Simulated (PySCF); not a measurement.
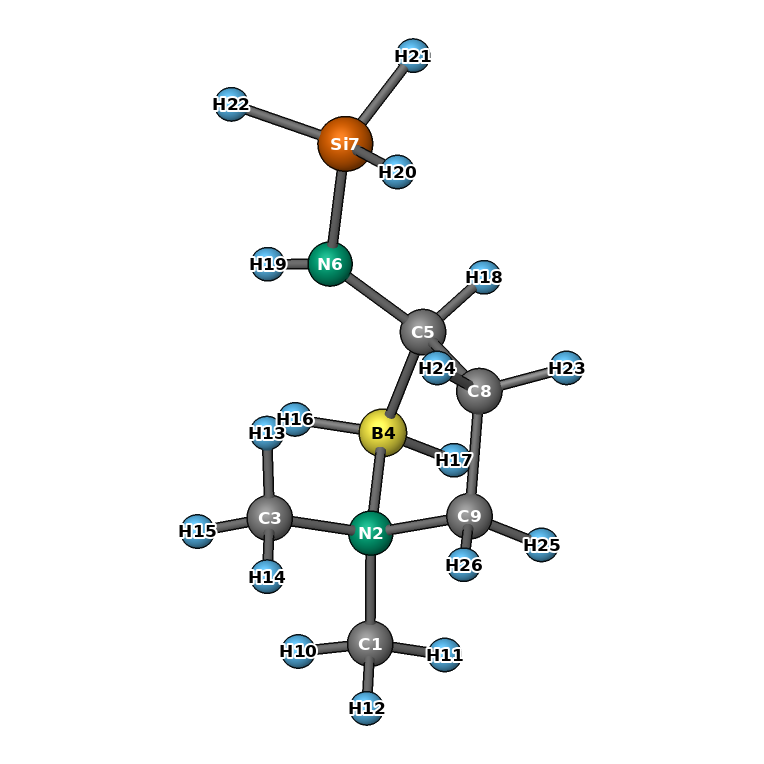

The questions are on Mulliken charges. The geometry was computed by an optimisation with GFN2-xTB. No frequency run is at hand to confirm it as a minimum. Properties computed with PBE0/pcSseg-1, gas phase (PySCF 2.14.0).

Which atom carries the highest charge (most positive or least negative)?

Si7 (0.61 e).

And the lowest?

N2 (−0.69 e).

List the Mulliken charges.

```json
{"atom": "C1", "value (e)": "−0.06"}
{"atom": "N2", "value (e)": "−0.69"}
{"atom": "C3", "value (e)": "−0.09"}
{"atom": "B4", "value (e)": "0.07"}
{"atom": "C5", "value (e)": "−0.21"}
{"atom": "N6", "value (e)": "−0.65"}
{"atom": "Si7", "value (e)": "0.61"}
{"atom": "C8", "value (e)": "−0.17"}
{"atom": "C9", "value (e)": "−0.03"}
{"atom": "H10", "value (e)": "0.14"}
{"atom": "H11", "value (e)": "0.14"}
{"atom": "H12", "value (e)": "0.11"}
{"atom": "H13", "value (e)": "0.18"}
{"atom": "H14", "value (e)": "0.11"}
{"atom": "H15", "value (e)": "0.14"}
{"atom": "H16", "value (e)": "−0.04"}
{"atom": "H17", "value (e)": "−0.01"}
{"atom": "H18", "value (e)": "0.11"}
{"atom": "H19", "value (e)": "0.21"}
{"atom": "H20", "value (e)": "−0.12"}
{"atom": "H21", "value (e)": "−0.13"}
{"atom": "H22", "value (e)": "−0.12"}
{"atom": "H23", "value (e)": "0.13"}
{"atom": "H24", "value (e)": "0.13"}
{"atom": "H25", "value (e)": "0.14"}
{"atom": "H26", "value (e)": "0.12"}
```

Mulliken values depend strongly on the basis set and can even reverse the polarity of a bond. The geometry is semi-empirical. Around B, Si such bond lengths and angles can be off by a tenth of an ångström or more and by several degrees, and values that hang on the shape move with them.
